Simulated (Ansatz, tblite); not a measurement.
# The cluster AlCl₃: rung by rung

Aim: run the singlet of the cluster AlCl₃ at one geometry on many levels, and compare frontier levels, spin and run time.

Computed with Ansatz 0.2.0, Gaussian basis. Level: as each input shows.

The runs, in order: GFN1-xTB, GFN2-xTB, PBE-D4/def2-TZVP, r2SCAN-D4/def2-TZVP, BLYP-D4/def2-TZVP, ωB97M-V/def2-TZVP, HSE06-D4/def2-TZVP, revPBE-D4/def2-TZVP, B2PLYP/def2-TZVP, PBE-D4/def2-SVP, PBE0-D4/def2-SVP, HF/6-31G, B3LYP-D4/6-31G, PBE0-D4/def2-TZVPD, PBE-D4/def2-TZVPD, r2SCAN-D4/def2-TZVPD, CCSD(T)/def2-TZVPP, MP2/def2-TZVP, RPA/def2-TZVP.

**1. The structure**

The geometry is that of the singlet, from an earlier relaxation (B3LYP-D4/def2-TZVP). At that level it is the lowest of the isomers that a small search found.

4 atoms, charge 0, spin multiplicity 1.

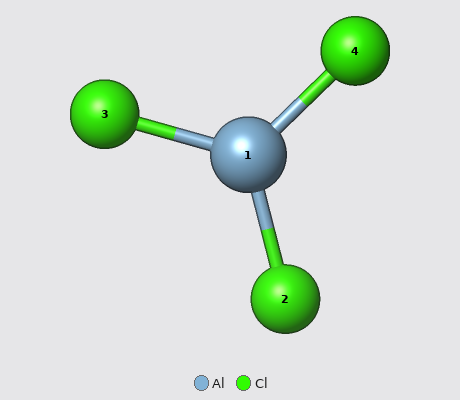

The geometry (aluminium light blue, chlorine green); atoms are numbered from 1 in the order of the file.

PBE0-D4/def2-TZVP was run before; its log isn't repeated, and its numbers join the tables.

**2. GFN1-xTB**

Tight binding, by tblite at 300 K electronic temperature and without a spin-polarisation term:

```python
tblite.interface.Calculator('GFN1-xTB', numbers, positions, charge=0, uhf=0).singlepoint()
```

Energy -388.4012 eV, HOMO -13.10 eV, LUMO -7.98 eV; 0.003 s.

**3. GFN2-xTB**

Tight binding, by tblite at 300 K electronic temperature and without a spin-polarisation term:

```python
tblite.interface.Calculator('GFN2-xTB', numbers, positions, charge=0, uhf=0).singlepoint()
```

Energy -406.0967 eV, HOMO -12.06 eV, LUMO -7.76 eV; 0.003 s.

**4. PBE-D4/def2-TZVP**

start.molden holds the orbitals of an earlier run on this state, given as this run's starting guess.

The input, in.yaml:

```yaml
crystal:
  periodic: [false, false, false]
  atoms:
    - {symbol: Al, position_ang: [-0.000015, 0.000007, 0.000022]}
    - {symbol: Cl, position_ang: [-1.932212, -0.598736, 0.473846]}
    - {symbol: Cl, position_ang: [1.478150, -0.010081, 1.459970]}
    - {symbol: Cl, position_ang: [0.454078, 0.608810, -1.933828]}
basis:
  gaussian: {orbitals: def2-TZVP, initial_orbitals: start.molden}
hamiltonian: {xc: pbe, dispersion: d4}
scf: {omitted_lower_state_checks: [starts]}
output: {orbitals: {seedname: orbitals}}
```

The run is started by

```bash
$ ansatz run in.yaml --threads 2 --pin off --events-out ev --progress --plain --max-ram 4352MiB
```

After this run come: r2SCAN-D4/def2-TZVP; BLYP-D4/def2-TZVP; ωB97M-V/def2-TZVP; HSE06-D4/def2-TZVP; revPBE-D4/def2-TZVP; B2PLYP/def2-TZVP; PBE-D4/def2-SVP; PBE0-D4/def2-SVP; HF/6-31G; B3LYP-D4/6-31G; PBE0-D4/def2-TZVPD; PBE-D4/def2-TZVPD; r2SCAN-D4/def2-TZVPD; CCSD(T)/def2-TZVPP; MP2/def2-TZVP; RPA/def2-TZVP.

**Question.** What will the summary of the whole plan be? Wanted: gap in def2-TZVP, named functionals, smallest and largest; correlation energy, CCSD(T)/def2-TZVPP; correlation energy, MP2/def2-TZVP; binding an atom, CCSD(T)/def2-TZVPP; PBE0 total energy, smallest basis above largest.

**Answer**, as computed:

| quantity | value |
| --- | --- |
| gap in def2-TZVP, named functionals, smallest and largest | 5.67 eV (BLYP-D4), 12.06 eV (ωB97M-V) |
| correlation energy, CCSD(T)/def2-TZVPP | -19.16 eV |
| correlation energy, MP2/def2-TZVP | -16.77 eV |
| binding an atom, CCSD(T)/def2-TZVPP | 3.246 eV |
| PBE0 total energy, smallest basis above largest | 15.31 eV (def2-SVP, def2-TZVPD) |

Over the named functionals in def2-TZVP the gap runs from 5.67 eV (BLYP-D4) to 12.06 eV (ωB97M-V); exact exchange widens it. A small miss in a minimal or small basis is a cancelling of errors, not accuracy. The functionals in def2-TZVP miss CCSD(T)/def2-TZVPP by -0.024 (BLYP-D4) to +0.170 eV (r2SCAN-D4) an atom. The reference is CCSD(T) in one finite basis, so it carries an error of its own, often a tenth of an eV or more, and near misses can't be ranked.
